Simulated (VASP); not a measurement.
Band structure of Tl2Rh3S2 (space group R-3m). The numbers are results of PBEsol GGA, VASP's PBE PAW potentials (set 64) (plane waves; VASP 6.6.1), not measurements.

Unless said otherwise, spin-orbit coupling is left out, though it shifts the bands of the heavy elements here.

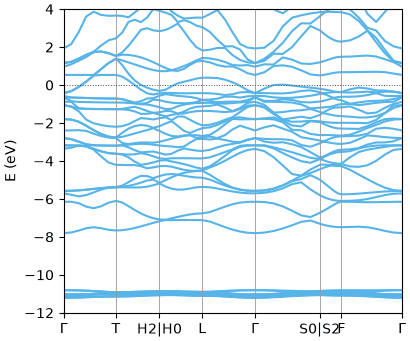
Figure. Bands along high-symmetry lines, zero at the valence-band maximum or, without a gap, the Fermi level

Read the plot: is there a gap, and where are the band edges?

It has no gap at this level: it comes out as a metal or semimetal.

The structure comes from a computed database's Tl2Rh3S2 entry (R-3m); how it stands against other phases isn't given here. The cell was not relaxed at this level. The electron count is odd and the run is not spin-polarised, which forces a metal.
